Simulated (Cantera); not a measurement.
Feed: 1 mol Fe2O3, 4.1 mol CO, equilibrated at 0.00930 bar.

Method: chemical equilibrium by Gibbs-energy minimisation in Cantera with the NASA 1993 tables (ideal gas, pure condensed phases). Candidate condensed phases: C, Fe, Fe(CO)5, FeO, Fe2O3, Fe3O4; 15 gas species. The tables' stoichiometric FeO is somewhat more stable than real wüstite, so its field is too wide. FeO: taken at fixed stoichiometry. Kinetics and transport are ignored.

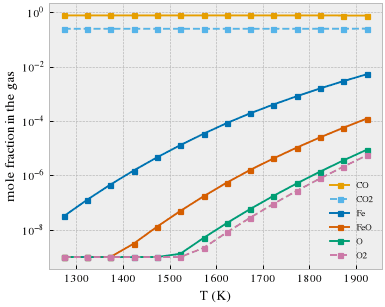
Figure. Equilibrium gas composition (values under 1e-9 drawn at 1e-9)

From 1273 K to 1623 K the condensed part is FeO(s). From 1673 K to 1923 K the condensed part is FeO(l). The main Fe-bearing gas is Fe throughout.
